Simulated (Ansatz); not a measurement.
**ClGeH3O2···H2: density, localisation and related maps**

The calculation's input:

```
crystal:
  periodic: [false, false, false]
  atoms:
    - { symbol: Ge, position_ang: [-0.116909, -0.129003, 0.011344] }
    - { symbol: Cl, position_ang: [-0.315328, -0.236936, 2.205264] }
    - { symbol: H, position_ang: [1.345957, -0.068786, -0.390077] }
    - { symbol: O, position_ang: [-0.937009, 1.275783, -0.655783] }
    - { symbol: H, position_ang: [-1.887712, 1.117795, -0.747297] }
    - { symbol: O, position_ang: [-0.954588, -1.570262, -0.57735] }
    - { symbol: H, position_ang: [-1.239953, -2.138288, 0.152452] }
    - { symbol: H, position_ang: [1.062099, 2.203895, 0.884097] }
    - { symbol: H, position_ang: [1.042742, 1.837602, 1.500149] }
basis:
  gaussian: { orbitals: def2-SVP }
hamiltonian:
  xc: r2scan
  dispersion: d4
relax:
  f_tol: 0.03
  max_steps: 50
output:
  orbitals: {}
```

Launched as:

```sh
ansatz run input.yaml --threads 4 --pin off --max-ram 5120MiB --backend cpu --events-out ev --progress --plain --runs-dir out
```

The fields are those of the run's last geometry, not of the input's.

Method: RKS r2SCAN-D4/def2-SVP (Ansatz).

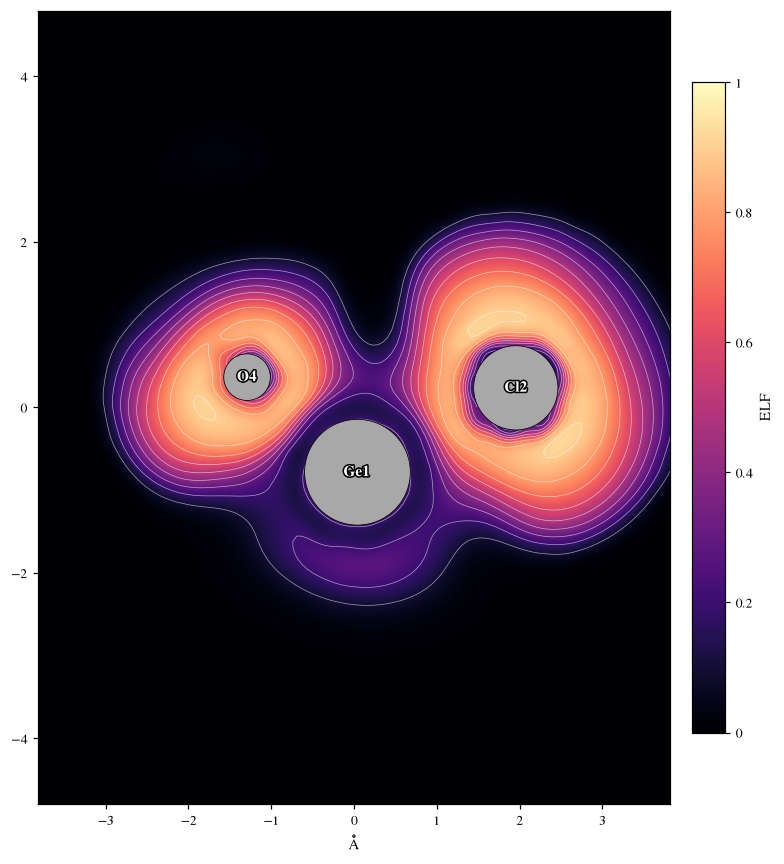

Figure 1. ELF on the plane of atoms Cl2, Ge1 and O4. Grey discs cover the atomic cores.

What does the map show?

Answer. The section cuts through Ge, Cl and O sites.
Ge–O (1.76 Å): the ELF peaks at about 0.85 in the valence shell of O, 0.6 Å from its nucleus, and is about 0.30 at the midpoint.
Ge–Cl (2.17 Å): the ELF peaks at about 0.85 in the valence shell of Cl, 0.9 Å from its nucleus, and is about 0.65 at the midpoint.
The ELF also peaks beside Cl2 and O4, away from the bonds: lone-pair regions.

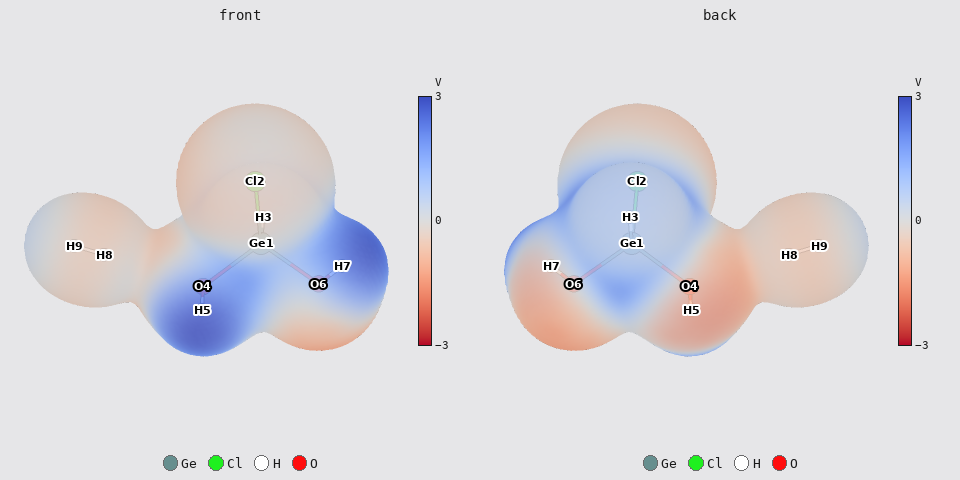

Figure 2. The molecular electrostatic potential painted on the density surface at 0.002 e/bohr³, seen from the front and from behind; red is negative and blue positive.

Describe the electrostatic potential map.

Answer. The most negative region (about −1.3 V) lies over O4 and O6, the most positive (about +2.6 V) over H5 and H7.

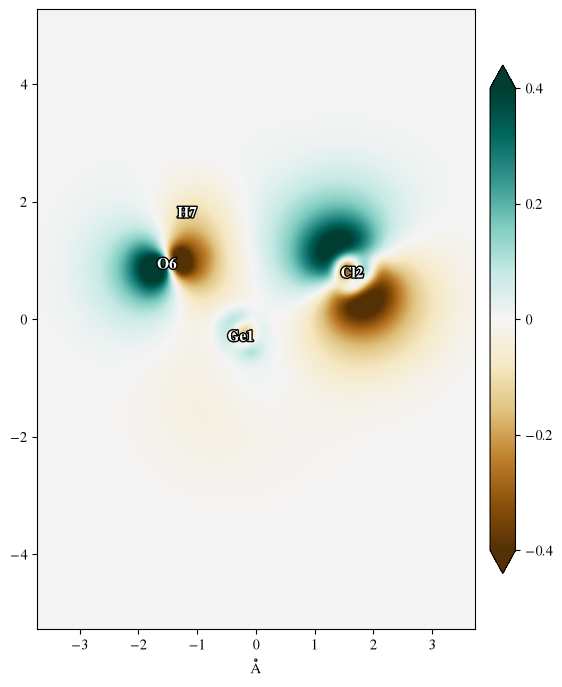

Figure 3. The HOMO−1 on the plane of atoms Cl2, Ge1 and O6 (values in Å⁻³ᐟ²; the overall sign is arbitrary).

Where does this orbital lie, and at what energy?

Answer. Its weight (Hirshfeld) is mainly on Cl2 (about 45 %), O6 (about 25 %), O4 (about 20 %) and Ge1 (about 5 %); largely a combination of lone pairs on Cl2, O6 and O4. Its energy is −7.96 eV.
